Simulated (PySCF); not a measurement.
**N2H (SMILES [N]=N) at UCCSDT/STO-3G**

What is the energy change on altering one bond length of N2H at UCCSDT/STO-3G? The job is set up through a Python script.

The results are computed with PySCF 2.14.0.

10 further runs of the same task are left out: 10 set aside as unsound or not needed.

### Step 1. Starting point

The species is N2H (3 atoms), meant as a doublet with charge 0. SMILES: `[N]=N`. The coordinates come from a GFN2-xTB relaxation.

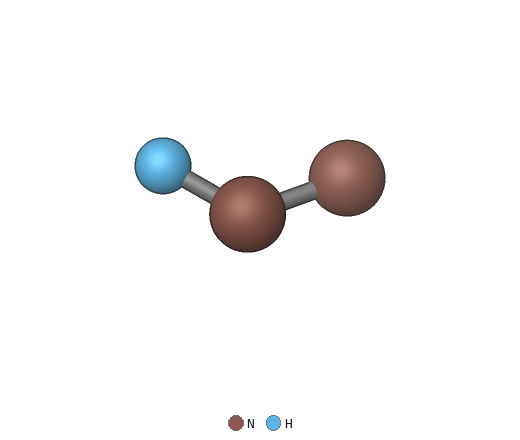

Viewed from a chosen angle; nitrogen brown, hydrogen blue.

### Step 2. The energy at UCCSDT/STO-3G

File input.xyz:

```xyz
3

N      0.715210    -0.640440     0.325220
N     -0.243160    -0.185380    -0.152740
H     -0.472040     0.825820    -0.172480
```

File input.py:

```python
from pyscf import gto, scf, cc

mol = gto.M(
    atom='input.xyz',
    basis='sto-3g',
    spin=1,
    verbose=3,
    max_memory=1860,
)

calc0 = scf.UHF(mol)
calc0.conv_tol = 1e-10
calc0.kernel()
if not calc0.converged:
    calc0 = calc0.newton().run(calc0.mo_coeff, calc0.mo_occ)

mycc = cc.CCSDT(calc0, frozen=2)
mycc.kernel()
etot = mycc.e_tot
print('E(%s) = %.9f' % ('CCSDT', etot))
```

Started as:

```sh
$ OMP_NUM_THREADS=1 python input.py
```

Output:

```text
converged SCF energy = -107.982355178416  <S^2> = 0.90708905  2S+1 = 2.1513615
_make_eris_incore_UCCSDT

WARN: A large `blksize_v_aaa` is being used, which may cause large memory consumption
      for storing contraction intermediates. If memory is sufficient, consider using
      `pyscf.cc.uccsdt_highm.UCCSDT` instead.

WARN: A large `blksize_v_aab` is being used, which may cause large memory consumption
      for storing contraction intermediates. If memory is sufficient, consider using
      `pyscf.cc.uccsdt_highm.UCCSDT` instead.

UCCSDT converged
E(UCCSDT) = -108.1132796673581   E_corr = -0.1309244889417726
E_corr(same-spin) = -0.0188634858491269
E_corr(oppo-spin) = -0.112061003092646
E(CCSDT) = -108.113279667
```

Wall time 1.1 s (1 thread of Arm Neoverse V1, shared host); peak memory 0.1 GiB.

### Step 3. The distorted shape, same level

File run.py:

```python
from pyscf import gto, cc

mol = gto.M(
    atom='''
N    0.898305  -1.449360   0.341011
N   -0.060065  -0.994300  -0.136949
H   -0.472040   0.825820  -0.172480
''',
    max_memory=1860,
    verbose=3,
    basis='sto-3g',
    spin=1,
    charge=0,
)

mf = mol.UHF()
mf.conv_tol = 1e-10
mf.kernel()
if not mf.converged:
    mf = mf.newton().run(mf.mo_coeff, mf.mo_occ)

mycc = cc.CCSDT(mf, frozen=2)
mycc.kernel()
etot = mycc.e_tot
print(f'total energy: {etot:.8f} hartree')
```

Started as:

```sh
$ OMP_NUM_THREADS=1 python run.py
```

Output:

```text
converged SCF energy = -107.951399846217  <S^2> = 0.83173916  2S+1 = 2.0801338
_make_eris_incore_UCCSDT

WARN: A large `blksize_v_aaa` is being used, which may cause large memory consumption
      for storing contraction intermediates. If memory is sufficient, consider using
      `pyscf.cc.uccsdt_highm.UCCSDT` instead.

WARN: A large `blksize_v_aab` is being used, which may cause large memory consumption
      for storing contraction intermediates. If memory is sufficient, consider using
      `pyscf.cc.uccsdt_highm.UCCSDT` instead.

UCCSDT converged
E(UCCSDT) = -108.1260910343801   E_corr = -0.1746911881627131
E_corr(same-spin) = -0.0290153985546854
E_corr(oppo-spin) = -0.145675789608028
total energy: -108.12609103 hartree
```

It took 1.2 s on 1 thread of Arm Neoverse V1, shared host; peak memory 0.12 GiB.

### Step 4. Summary of results

At UCCSDT/STO-3G, 2 core orbitals frozen:

| quantity | value |
| --- | --- |
| first shape: total energy | -108.11328 Eh |
| first shape: dipole moment (Hartree–Fock density) | 1.92 D |
| first shape: HOMO energy (Hartree–Fock orbitals) (highest over α and β) | -8.19 eV |
| first shape: LUMO energy (Hartree–Fock orbitals) (lowest over α and β) | 7.66 eV |
| first shape: correlation energy (2 core orbitals frozen) | -130.9 mEh |
| first shape: ⟨S²⟩ of the reference determinant | 0.907 |
| first shape: T1 diagnostic | 0.050 |
| distorted shape: total energy | -108.12609 Eh |
| distorted shape: dipole moment (Hartree–Fock density) | 0.04 D |
| distorted shape: HOMO energy (Hartree–Fock orbitals) (highest over α and β) | -10.72 eV |
| distorted shape: LUMO energy (Hartree–Fock orbitals) (lowest over α and β) | 6.00 eV |
| distorted shape: correlation energy (2 core orbitals frozen) | -174.7 mEh |
| distorted shape: ⟨S²⟩ of the reference determinant | 0.832 |
| distorted shape: T1 diagnostic | 0.036 |
| energy change with the N2–H3 bond stretched from 1.037 to 1.867 Å | -0.349 eV |

What this shows: With the N2–H3 bond stretched from 1.037 to 1.867 Å the energy falls by 0.35 eV (33.6 kJ/mol). The first shape isn't relaxed at this level, so the change isn't measured from a minimum. The minimal basis adds a large error of its own. ⟨S²⟩ (first shape) is 0.91 where a pure doublet has 0.75: the reference is spin-contaminated. The T1 diagnostic (first shape) of 0.050 is above the customary mark for such species, so a single reference may not serve.
